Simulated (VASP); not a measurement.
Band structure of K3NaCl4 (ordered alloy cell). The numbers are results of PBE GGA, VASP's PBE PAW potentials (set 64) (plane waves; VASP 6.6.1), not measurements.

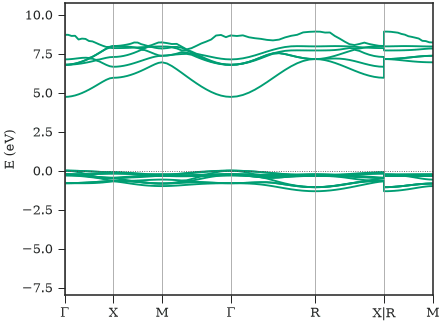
Fig. 1. Bands along high-symmetry lines, zero at the valence-band maximum or, without a gap, the Fermi level

Q: Read the plot: is there a gap, and where are the band edges?

A: The gap is direct, 4.73 eV, from the valence maximum at Γ to the conduction minimum at Γ. (Edges off the drawn lines would not show.)

The structure was generated: K3NaCl4 was put into an ordered model structure (Pm-3m), which need not be its known phase. It was relaxed first, which changed the volume by +6 %.
